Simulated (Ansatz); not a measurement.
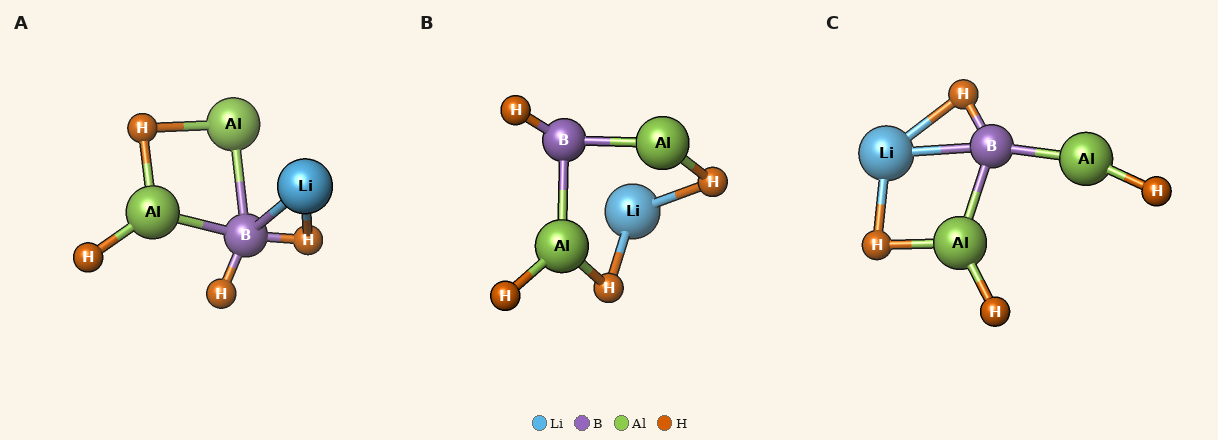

3 stationary structures of one formula. Geometries: PBE-D4/def2-SVP. Electronic energies: PBE-D4/def2-SVP (Ansatz 0.2.0), without zero-point energy. No frequency run is at hand to confirm each as a minimum. Each is one conformer, not always the lowest.

### Which is lowest in energy, and by how much?

A is lowest (C1); C lies 0.496 eV above it (Cs), B lies 0.754 eV above it (C1).
